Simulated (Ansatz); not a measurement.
The relaxed structure here is a generated cell of TiTe2: the first start was made by a random draw of sites in a space group, and the end was not matched to a known phase here, so it may be hypothetical. Known forms of TiTe2 include space group No. 164.

The end point of a relaxation of TiTe$_{2}$. Space group Pn-3m (No. 224), AFLOW prototype A2B_cP6_224_b_a (C3, as in Cu2O). All values below come from r2SCAN (plane waves to 500 eV, PAW, scalar-relativistic; Ansatz, an electronic-structure program).

```cif
data_Te4Ti2
_chemical_formula_sum 'Te4 Ti2'
_space_group_name_H-M_alt 'P 1'
_space_group_IT_number 1
_cell_length_a 5.96110
_cell_length_b 5.96110
_cell_length_c 5.96110
_cell_angle_alpha 90.000
_cell_angle_beta 90.000
_cell_angle_gamma 90.000
loop_
_space_group_symop_operation_xyz
  'x, y, z'
loop_
_atom_site_label
_atom_site_type_symbol
_atom_site_fract_x
_atom_site_fract_y
_atom_site_fract_z
_atom_site_occupancy
Te1 Te 0.75000 0.25000 0.25000 1
Te2 Te 0.75000 0.75000 0.75000 1
Te3 Te 0.25000 0.75000 0.25000 1
Te4 Te 0.25000 0.25000 0.75000 1
Ti1 Ti 0.00000 0.00000 0.00000 1
Ti2 Ti 0.50000 0.50000 0.50000 1
```

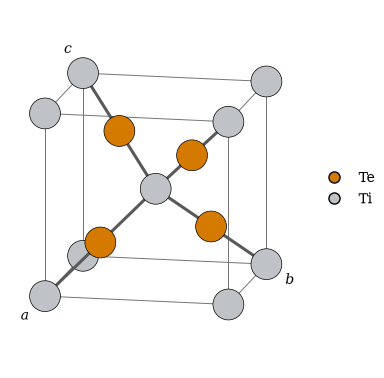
The conventional cell of the relaxed structure

```json
{
 "volume_per_atom": "35.30 Å³",
 "band_gap": "0.08 eV, indirect (valence top at R, conduction bottom at Γ) (no spin-orbit coupling)",
 "smallest_direct_gap": "0.12 eV at R",
 "shortest_distances": "Te–Ti 2.58 Å",
 "k-mesh": "8×8×8"
}
```

Band energies at high-symmetry points (eV from the VBM; labels of this space group; no spin-orbit coupling), from −5 eV up to 1.3 eV:

```tsv
point	energies
Γ	-4.55 -3.50 -3.50 -3.00 -3.00 -3.00 -0.92 -0.92 -0.92 -0.90 -0.90 -0.90 0.08 0.08 0.18 0.18 0.18
X	-3.82 -3.82 -3.00 -3.00 -2.63 -2.63 -2.46 -2.46 -1.37 -1.37 -0.95 -0.95 0.39 0.39 1.22 1.22
M	-3.91 -3.91 -3.00 -3.00 -2.85 -2.85 -2.41 -2.41 -1.18 -1.18 -1.17 -1.17 0.40 0.40
R	-4.86 -3.57 -3.57 -3.57 -2.81 -2.81 -2.81 -1.57 -1.57 0.00 0.00 0.00 0.12 0.12 0.58 0.58 0.58
```

No spin polarisation in the result. Without spin-orbit coupling the bands of the heavy element are not split, so the gap can be far off.

The run could not lose the symmetry of its start, so the end can be a saddle point.
